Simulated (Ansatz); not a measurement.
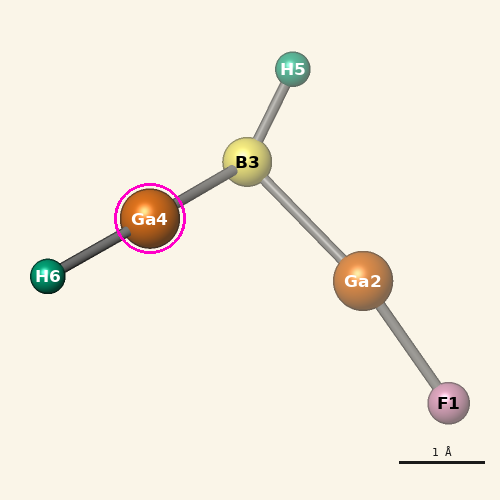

Orthographic view. Depth is shown by fading: the farther an atom, the more it takes the colour of the background. Computed geometry: PBE-D4/def2-SVP optimisation. No frequency run is at hand to confirm it as a minimum.

> Name the neighbours of the circled atom.

The circled atom is Ga4; it is bonded to B3, H6.

> Which atom is nearest the viewer?

H6, 1.5 Å in front of the mean position.

> Which two atoms are farthest apart in space?

F1 and H6, 5.39 Å.

> What is the shortest path along bonds from the circled atom to F1?

Ga4–B3–Ga2–F1, 3 bonds; through space the two are 4.36 Å apart.
